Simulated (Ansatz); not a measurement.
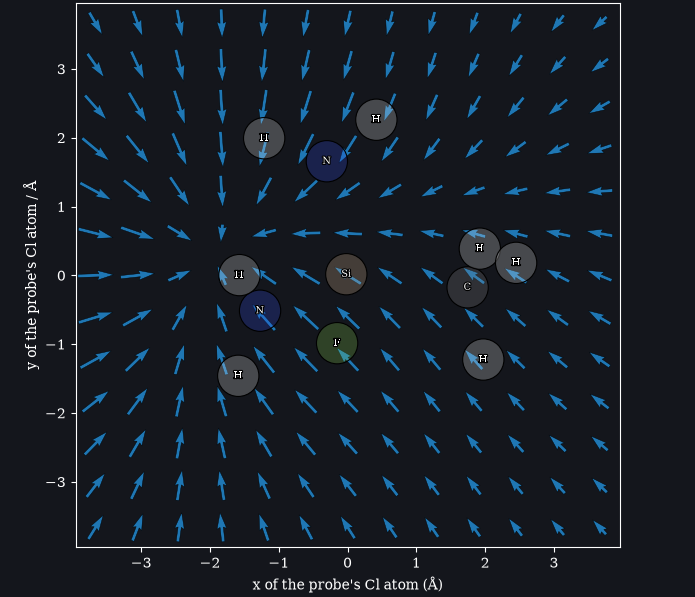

CH₇FN₂Si (SMILES C[Si](N)(N)F) with the probe Cl-. The probe is moved over a plane parallel to the molecule's main plane, 4.94 Å above it. Coordinates scanned: (1) x of the probe's Cl atom; (2) y of the probe's Cl atom. Nothing is relaxed (molecule and probe rigid). The grid has 13 × 13 points. Points are written as (first, second). All numbers below come from Ansatz, RHF/def2-SVPD.

In the figure: arrows along the force (downhill), their lengths compressed, labelled circles for the molecule's atoms, projected on the plane.

The arrows alone are given. Where is the energy lowest?

The arrows converge at about (−1.90 Å, 0.34 Å) (read from the interpolated surface).

The energy map of the same scan:

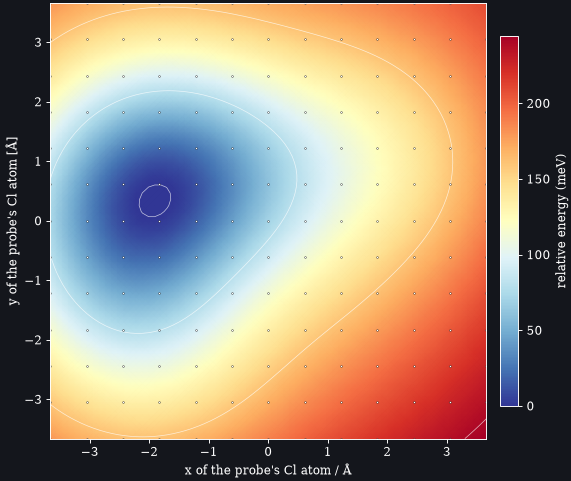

Energies are in meV, from the lowest grid point; between grid points the surface is interpolated.
